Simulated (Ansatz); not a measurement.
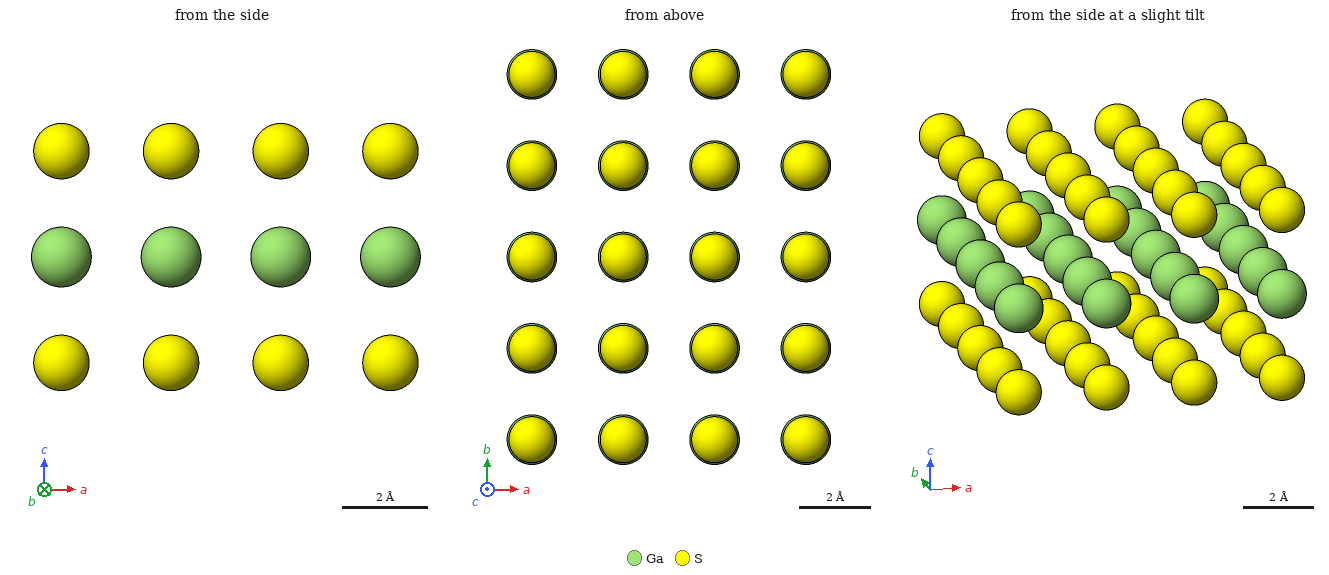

A spheres-only picture of a periodic slab, seen from the side, from above and from the side at a slight tilt. The surface normal points up in side views; the vacuum is left out. 3×4 cells are drawn in the plane, with atoms at the edges repeated.

The cell holds 1 Ga, 2 S.

> What do the upper and lower surfaces expose?

The top face ends in S, the bottom face in S. The two faces are alike.

> Estimate the thickness.

About 5.0 Å from the lowest to the highest atom.

> State the number of planes and their content from above.

Three planes: S / Ga / S.

The structure comes from a structure type filled with these elements by a generator (whether the compound takes this form wasn't checked). The geometry was optimised with DFT PBE, scalar-relativistic, plane waves, PAW in Ansatz 0.2.0.
